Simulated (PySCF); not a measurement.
Single-point calculation of CH6NSi (charge −1)

- system: CH6NSi, charge −1, multiplicity 3, SMILES C[N-][SiH3]
- method: MP2/def2-TZVP, UHF (PySCF 2.14.0)

The geometry is that of the parent species in another charge or spin state. The geometry comes from this level: GFN2-xTB.

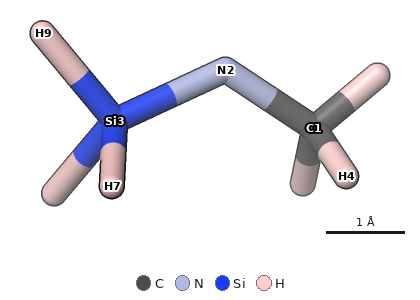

**Figure 1.** The structure (stick view, seen at a tilt; atoms are numbered from 1 in the order of the input).

### The input (job.py)
```python
from pyscf import gto, scf, mp

mol = gto.M(
    atom=[
    ('C', (-0.712670, 0.919970, -0.811790)),
    ('N', (-0.509930, 0.391650, 0.487660)),
    ('Si', (0.578670, -0.793220, 0.839100)),
    ('H', (0.184970, 1.402450, -1.260460)),
    ('H', (-1.495620, 1.699930, -0.774320)),
    ('H', (-1.052450, 0.176080, -1.567380)),
    ('H', (2.062060, -0.577760, 0.574520)),
    ('H', (0.451190, -2.171650, 0.208950)),
    ('H', (0.493780, -1.047460, 2.303720)),
],
    spin=2,
    verbose=3,
    max_memory=1860,
    basis='def2-tzvp',
    charge=-1,
)

hf = scf.UHF(mol)
hf.conv_tol = 1e-10
hf.kernel()
if not hf.converged:
    hf = hf.newton().run(hf.mo_coeff, hf.mo_occ)

pt = mp.MP2(hf, frozen=7).run()
e_final = pt.e_tot
print('E(%s) = %.9f' % ('MP2', e_final))
```

Machine: 1 thread of Arm Neoverse V1, 24 GiB of memory available, shared host.

Launch command:
```bash
OMP_NUM_THREADS=1 python job.py
```

### What the program printed
```
WARN: HOMO 0.0765033129271728 >= LUMO -0.224074283636419

converged SCF energy = -384.626544987616  <S^2> = 2.0130673  2S+1 = 3.0086989
E(UMP2) = -385.108916641767  E_corr = -0.482371654151111
E(SCS-UMP2) = -385.112696758753  E_corr = -0.486151771137256
E(MP2) = -385.108916642
```

### Summary

```csv
quantity,value
outcome,converged
total energy,−385.108917 hartree
SCF energy,−384.626545 hartree
correlation energy,−0.482372 hartree
basis functions,135
⟨S²⟩,2.013
wall time,18 s
peak memory,0.54 GiB
```

### Remarks

The record of the run, not the program, notes: dipole of an ion depends on the origin.
